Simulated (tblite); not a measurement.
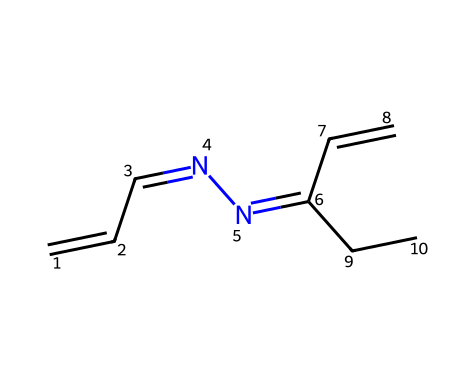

Skeletal drawing with numbered atoms; wedges and dashes mark any stereocentres. The configuration is that of a computed structure (GFN2-xTB).

Give the R/S and E/Z labels.

Answer. C3=N4: Z; N5=C6: Z.
